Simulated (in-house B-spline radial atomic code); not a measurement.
# La²⁷⁺: RPA and G0W0 on different mean-field starts

Aim: see how far the highest quasi-particle level and the RPA correlation energy of La²⁷⁺ depend on the orbitals that they are built on.

Method: RPA, second order, AC-SOSEX and G0W0 (contour deformation) on a scalar-relativistic mean field, all electrons; no spin-orbit coupling, Breit or QED terms, no two-electron picture change. Code: an in-house B-spline radial atomic code, version 1.

## (1) The atom as given

```
element               : lanthanum (Z = 57)
charge                : +27
electrons             : 30
configuration         : [Ar] 3d10 4s2
next ion, run as well : [Ar] 3d10 4s1
Hamiltonian           : scalar-relativistic (spin-free one-electron X2C), finite nucleus
starts                : Hartree-Fock, PBE, r2SCAN, B3LYP, PBEsol
```

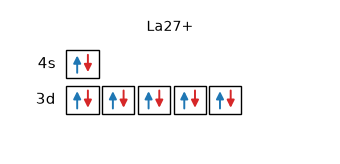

Occupation of the outer shells (arrows by Hund's rule).

## (2) The run with the Hartree-Fock start

The run's settings:

```ini
Z = 57
electrons = 30.0
configuration = [Ar] 3d10 4s2
hamiltonian = x2c
method = hf
lmax = 9
rms_radius = 4.855
spin_polarised = False
box_radius = 3.29
intervals = 62
```

On the command line:

```
$ python run_gw.py task.json out
```

One command runs all members of the session, one after another, from task.json.

The runs that follow: The run with the PBE start; The run with the r2SCAN start; The run with the B3LYP start; The run with the PBEsol start.

**Question.** What will these runs give? Wanted: highest level, mean field; highest level, G0W0; RPA correlation energy; RPA+SOSEX.

The runs gave:

| quantity | value |
| --- | --- |
| highest level, mean field (range over the runs) | -996.90 to -983.90 eV |
| highest level, G0W0 (range over the runs) | -1001.16 to -1000.54 eV |
| RPA correlation energy | -2.499 to -2.384 hartree |
| RPA+SOSEX | -1.7502 to -1.6722 hartree |
| tabulated theoretical ionisation energy (4s shell) | 995.00 ± 4 eV (NIST Atomic Spectra Database, ionization energies) |
| G0W0 removal energy less that value | +5.54 to +6.16 eV |

The starts spread the highest level over 13.0 eV; after G0W0 0.62 eV remain, 4.8 % of that. Starts without exact exchange bind the level too weakly, through self-interaction, and G0W0 pulls it down by 17 eV. The RPA energy is largest in size on PBEsol and smallest on Hartree-Fock, 4.6 % apart; over the runs it loosely follows the gap of the start, as smaller excitation energies give more correlation. The tabulated theoretical ionisation energy is 995.00 ± 4 eV. G0W0 is off by about +6.07 eV (+0.61 %) in every run shown, whatever the start. The tabulated value's own uncertainty covers most of the miss, so the miss is not established. Read as a removal energy, the bare PBE level is off by -10.8 eV (-1.1 %) and the nearest bare level, Hartree-Fock's, by +1.90 eV. As differences of total energies the mean miss over the starts is 5.4 eV for mean field, 5.5 eV for RPA, 4.6 eV for RPA+SOSEX. The reference's uncertainty exceeds the spread between them.
